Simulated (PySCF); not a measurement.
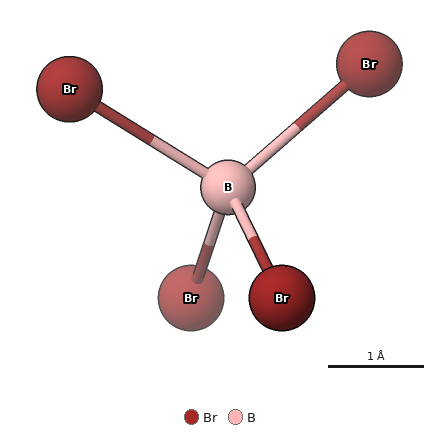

Fig. 1: The input geometry (ball-and-stick view, seen at an oblique angle). Bond lengths as drawn: B–Br 2.02 to 2.03 Å.

**Excited-state calculation of BBr4 (charge −1)**

System: BBr4, charge −1.
Method: TDDFT wB97X/def2-SVPD, vertical, gas phase, core orbitals frozen in the response (PySCF 2.14.0).

The geometry comes from this level: GFN2-xTB. It belongs to a series of runs on one base structure; here: wB97X/def2-SVPD; 6 states; conv 1e-11.

**The program's output**
```
final grid: 63504 points
cycle   1  E = -10320.5116554032  dE = -3.921e+00  |g| = 4.523e-01  |ddm| = 3.465e+00
cycle   2  E = -10320.5323688372  dE = -2.071e-02  |g| = 4.206e-01  |ddm| = 1.204e+00
cycle   3  E = -10320.5815418299  dE = -4.917e-02  |g| = 6.168e-02  |ddm| = 6.043e-01
cycle   4  E = -10320.5827023027  dE = -1.160e-03  |g| = 1.121e-02  |ddm| = 1.038e-01
cycle   5  E = -10320.5828215601  dE = -1.193e-04  |g| = 2.096e-03  |ddm| = 4.425e-02
cycle   6  E = -10320.5828241622  dE = -2.602e-06  |g| = 9.796e-04  |ddm| = 6.700e-03
cycle   7  E = -10320.5828244600  dE = -2.978e-07  |g| = 1.908e-04  |ddm| = 2.701e-03
cycle   8  E = -10320.5828244846  dE = -2.460e-08  |g| = 3.670e-05  |ddm| = 7.391e-04
cycle   9  E = -10320.5828244855  dE = -8.877e-10  |g| = 4.934e-06  |ddm| = 1.648e-04
cycle  10  E = -10320.5828244855  dE =  1.455e-11  |g| = 1.025e-06  |ddm| = 2.148e-05
cycle  11  E = -10320.5828244855  dE = -2.910e-11  |g| = 5.151e-07  |ddm| = 3.513e-06
cycle  12  E = -10320.5828244855  dE =  2.910e-11  |g| = 9.647e-08  |ddm| = 9.262e-07
cycle  13  E = -10320.5828244855  dE =  1.455e-11  |g| = 3.805e-08  |ddm| = 3.123e-07
cycle  14  E = -10320.5828244854  dE =  3.638e-12  |g| = 1.642e-08  |ddm| = 4.584e-08
converged SCF energy = -10320.5828244854

Static polarisability (au): isotropic 112.061, principal 112.036 112.069 112.078

Singlet excitations
state   eV       nm        f      main configurations
  1   6.4596    191.9   0.00000   H-1->L 0.40
  2   6.4604    191.9   0.00000   H->L 0.43, H->L+7 0.11
  3   6.4611    191.9   0.00000   H-2->L 0.45, H-2->L+7 0.10
  4   6.8279    181.6   0.13530   H-5->L 0.23, H->L+3 0.17, H-2->L+2 0.14
  5   6.8289    181.6   0.13539   H-4->L 0.20, H-1->L+3 0.16, H-2->L+1 0.12
  6   6.8294    181.5   0.13578   H-3->L 0.19, H-1->L+2 0.13, H->L+1 0.13

Triplet excitations (Tamm-Dancoff, eV): 6.1374 6.1387 6.1394 6.4520 6.4528
```

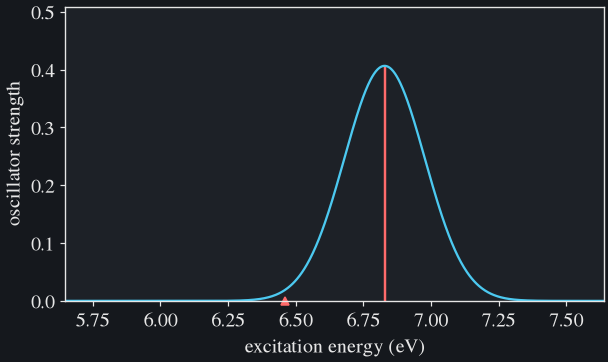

Fig. 2: Computed excitations as sticks (degenerate states added up, dark ones marked on the axis), with a Gaussian envelope of 0.35 eV full width at half maximum, scaled to the tallest. Of the 6 states the lowest lies at 6.46 eV (f = 0.000); the strongest line is at 6.83 eV, or 182 nm (f = 0.406, summed over 3 states that lie within 0.004 eV).

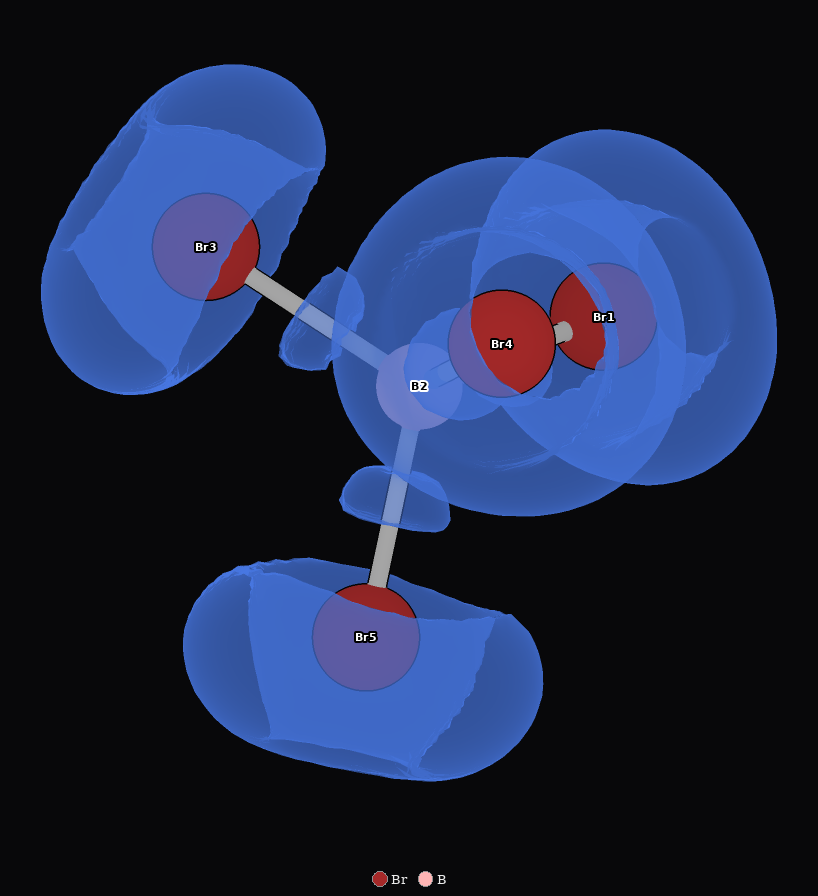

Fig. 3: Isosurface of the electron localisation function at 0.8 (blue), seen at a tilt. Core shells and regions of very low density are left out. Along the contacts the grid gives the following. B–Br (2.02 Å): the ELF peaks at about 0.90 between the atoms, which marks a polar covalent bond.

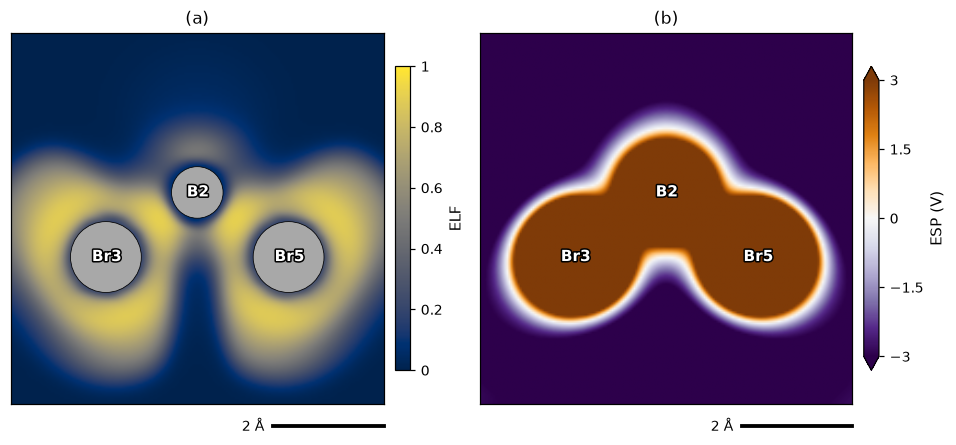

Fig. 4: (a) ELF; (b) molecular electrostatic potential on the plane of atoms Br3, B2 and Br5. Grey discs, where drawn, cover atomic cores. The plane passes through B and Br nuclei.

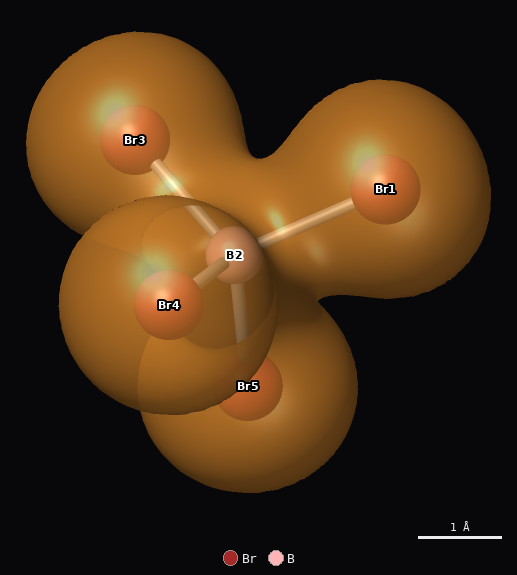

Fig. 5: Isosurface of the total electron density at 0.2 e/Å³ (orange), seen at a tilt. At this value the surface is in one piece. On the grid the lowest density along these lines, outside the cores, is 0.75 e/Å³ (B–Br, 2.02 Å).

This output came from the following input.

**The input**
```
{"job": {"kind": "uv", "xc": "wB97X", "basis": "def2-SVPD", "nstates": 6, "ntriplets": 5, "tda": false, "scf": {"conv": 1e-11}}, "charge": -1, "multiplicity": 1}
Br    -1.362446    -0.853086     1.226727
B      0.001420     0.000421    -0.003727
Br     1.481861     0.831183     1.102042
Br    -0.896002     1.435050    -1.114811
Br     0.783789    -1.410716    -1.227417
```

The first line tells a small driver script what to run in PySCF; the rest is the geometry in Å.

Run as:
```bash
OMP_NUM_THREADS=1 python <driver script> task.json out
```

**Results in brief**

| quantity | value |
| --- | --- |
| outcome | converged |
| total energy | −10320.582824 hartree |
| HOMO | −5.76 eV |
| LUMO | 4.62 eV |
| mean polarisability | 112.06 a.u. |
| lowest singlet excitation | 6.46 eV |
| hardware | 1 CPU thread, shared host |
| wall time | 53 s |
| peak memory | 0.93 GiB |

Settings chosen away from the usual ones: wB97X/def2-SVPD; 6 states; conv 1e-11. Spin–orbit coupling is left out, which matters for the heavy atoms.
